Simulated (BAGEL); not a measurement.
**SiSCl3 (SMILES [S][Si](Cl)(Cl)Cl) at UHF/6-31G(d) (density fitting with qzvpp-jkfit, spherical functions)**

What is the vertical ionisation energy of SiSCl3 at UHF/6-31G* (density fitting with qzvpp-jkfit, spherical functions)? 

Program for the calculation: BAGEL 1.2.2.

## 1. The molecule

SiSCl3: 5 atoms, total charge 0, spin state doublet. SMILES: `[S][Si](Cl)(Cl)Cl`. Geometry: relaxed at PBE0-D4/def2-TZVP.

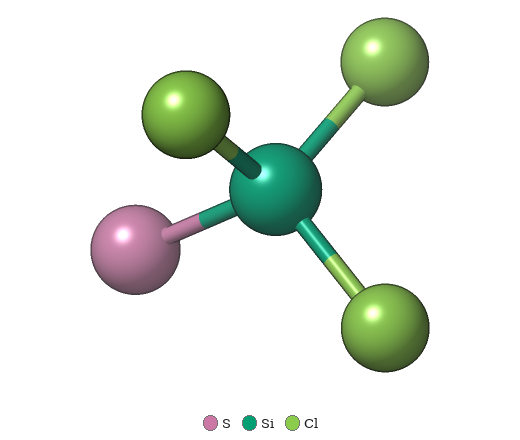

The structure, seen from a chosen angle (sulfur pink, silicon teal, chlorine green).

## 2. A single-point energy at UHF/6-31G(d) (density fitting with qzvpp-jkfit, spherical functions)

Contents of input.json:

```json
{ "bagel" : [

{
  "title" : "molecule",
  "basis" : "6-31gs.json",
  "df_basis" : "qzvpp-jkfit",
  "angstrom" : true,
  "geometry" : [
    { "atom" : "S", "xyz" : [   -0.957700,   -0.126000,    1.840700 ] },
    { "atom" : "Si", "xyz" : [   -0.006600,    0.003700,   -0.023700 ] },
    { "atom" : "Cl", "xyz" : [    1.606400,   -1.219400,    0.152100 ] },
    { "atom" : "Cl", "xyz" : [   -1.189600,   -0.622700,   -1.548800 ] },
    { "atom" : "Cl", "xyz" : [    0.597500,    1.890800,   -0.461700 ] }
  ]
},
{
  "title" : "uhf",
  "nopen" : 1
},
{
  "title" : "print",
  "file" : "orbitals.molden",
  "orbitals" : true
}

]}
```

The basis set 6-31G* is read from a file made from the Basis Set Exchange's data (not shown).

Started as:

```sh
$ BAGEL_NUM_THREADS=1 BAGEL input.json > input.out
```

The log of the run:

```text
* using 1 threads per process

  ===============================================================
  ===============================================================

  *** Geometry ***

  { "atom" : "S", "xyz" : [     -1.809791,     -0.238105,      3.478419 ] },
  { "atom" : "Si", "xyz" : [     -0.012472,      0.006992,     -0.044787 ] },
  { "atom" : "Cl", "xyz" : [      3.035656,     -2.304332,      0.287427 ] },
  { "atom" : "Cl", "xyz" : [     -2.248018,     -1.176732,     -2.926808 ] },
  { "atom" : "Cl", "xyz" : [      1.129111,      3.573094,     -0.872487 ] },

  Number of auxiliary basis functions:      640

  Since a DF basis is specified, we compute 2- and 3-index integrals:
    o Being stored without compression. Storage requirement is 0.041 GB

  Number of basis functions:       90
  Number of electrons      :       81

    * METHOD: MOLECULE                             0.42

  *** Open-shell HF ***

  === Nuclear Repulsion ===
   509.3562291418

      * DIIS with orbital gradients will be used.

  === UHF iteration (6-31gs.json) ===
      0      -2064.91657294          0.01901918           0.28
      1      -2064.99946156          0.01088652           0.27
      2      -2065.01967555          0.00627039           0.28
      3      -2065.02731525          0.00058187           0.28
      4      -2065.02760782          0.00012222           0.28
      5      -2065.02762529          0.00004930           0.27
      6      -2065.02763170          0.00002677           0.28
      7      -2065.02763361          0.00001782           0.28
      8      -2065.02763474          0.00000759           0.29
      9      -2065.02763489          0.00000246           0.28
     10      -2065.02763492          0.00000120           0.27
     11      -2065.02763492          0.00000048           0.31
     12      -2065.02763493          0.00000016           0.28
     13      -2065.02763493          0.00000007           0.28
     14      -2065.02763493          0.00000005           0.28
     15      -2065.02763493          0.00000004           0.28
     16      -2065.02763493          0.00000002           0.27
     17      -2065.02763493          0.00000002           0.28
     18      -2065.02763493          0.00000001           0.30
     19      -2065.02763493          0.00000001           0.28
     20      -2065.02763493          0.00000001           0.27
     21      -2065.02763493          0.00000001           0.27
     22      -2065.02763493          0.00000001           0.27
     23      -2065.02763493          0.00000001           0.28
    * SCF iteration converged.

    * S^2 (UHF) is 0.7574

    * Permanent dipole moment:
           (    0.150913,    -0.036221,    -0.164137) a.u.

    * METHOD: UHF                                  6.94

    * METHOD: PRINT                                0.01

  ===============================================================
```

It took 7.8 s on 1 thread of Intel Xeon 6975P-C (Granite Rapids), shared host; peak memory 0.19 GiB.

## 3. The singlet cation, same level

Contents of input.json:

```json
{ "bagel" : [

{
  "title" : "molecule",
  "basis" : "6-31gs.json",
  "df_basis" : "qzvpp-jkfit",
  "angstrom" : true,
  "geometry" : [
    { "atom" : "S", "xyz" : [      -0.957700,      -0.126000,       1.840700 ] },
    { "atom" : "Si", "xyz" : [      -0.006600,       0.003700,      -0.023700 ] },
    { "atom" : "Cl", "xyz" : [       1.606400,      -1.219400,       0.152100 ] },
    { "atom" : "Cl", "xyz" : [      -1.189600,      -0.622700,      -1.548800 ] },
    { "atom" : "Cl", "xyz" : [       0.597500,       1.890800,      -0.461700 ] }
  ]
},

{
  "title" : "hf",
  "charge" : 1
},

{
  "title" : "print",
  "file" : "orbitals.molden",
  "orbitals" : true
}

]}
```

The basis set 6-31G* is read from a file made from the Basis Set Exchange's data (not shown).

Started as:

```sh
$ BAGEL_NUM_THREADS=1 BAGEL input.json > input.out
```

The log of the run:

```text
* using 1 threads per process

  ===============================================================
  ===============================================================

  *** Geometry ***

  { "atom" : "S", "xyz" : [     -1.809791,     -0.238105,      3.478419 ] },
  { "atom" : "Si", "xyz" : [     -0.012472,      0.006992,     -0.044787 ] },
  { "atom" : "Cl", "xyz" : [      3.035656,     -2.304332,      0.287427 ] },
  { "atom" : "Cl", "xyz" : [     -2.248018,     -1.176732,     -2.926808 ] },
  { "atom" : "Cl", "xyz" : [      1.129111,      3.573094,     -0.872487 ] },

  Number of auxiliary basis functions:      640

  Since a DF basis is specified, we compute 2- and 3-index integrals:
    o Being stored without compression. Storage requirement is 0.041 GB

  Number of basis functions:       90
  Number of electrons      :       81

    * METHOD: MOLECULE                             0.36

  *** RHF ***

  === Nuclear Repulsion ===
   509.3562291418

      * DIIS with orbital gradients will be used.

  === RHF iteration (6-31gs.json) ===
      0      -2064.40961983          0.01231611           0.14
      1      -2064.53454008          0.00774468           0.14
      2      -2064.59175188          0.00094950           0.13
      3      -2064.59377783          0.00028694           0.14
      4      -2064.59401476          0.00011926           0.14
      5      -2064.59407390          0.00004856           0.13
      6      -2064.59408609          0.00001725           0.14
      7      -2064.59408762          0.00000807           0.17
      8      -2064.59408791          0.00000544           0.14
      9      -2064.59408809          0.00000333           0.14
     10      -2064.59408818          0.00000198           0.15
     11      -2064.59408821          0.00000076           0.14
     12      -2064.59408821          0.00000032           0.14
     13      -2064.59408821          0.00000015           0.14
     14      -2064.59408821          0.00000007           0.14
     15      -2064.59408821          0.00000004           0.14
     16      -2064.59408821          0.00000003           0.14
     17      -2064.59408821          0.00000002           0.13
     18      -2064.59408821          0.00000001           0.15
     19      -2064.59408821          0.00000001           0.14
    * SCF iteration converged.

    * Permanent dipole moment:
           (    1.069391,     0.179593,    -2.174250) a.u.

    * METHOD: HF                                   3.07

    * METHOD: PRINT                                0.01

  ===============================================================
```

It took 3.9 s on 1 thread of Intel Xeon 6975P-C (Granite Rapids), shared host; peak memory 0.19 GiB.

## 4. Outcome

At UHF/6-31G* (density fitting with qzvpp-jkfit, spherical functions):

| quantity | value |
| --- | --- |
| doublet SiSCl3: total energy | -2065.02763 Eh |
| doublet SiSCl3: dipole moment | 0.57 D |
| doublet SiSCl3: ⟨S²⟩ | 0.757 |
| singlet cation: total energy | -2064.59409 Eh |
| singlet cation: HOMO energy | -17.50 eV |
| singlet cation: LUMO energy | -10.35 eV |
| singlet cation: HOMO–LUMO gap | 7.15 eV |
| vertical ionisation energy (to the singlet cation) | 11.797 eV |

Removing an electron at fixed nuclei costs 11.80 eV (1138 kJ/mol). Only the singlet of the ionised species was computed; a triplet could lie lower.
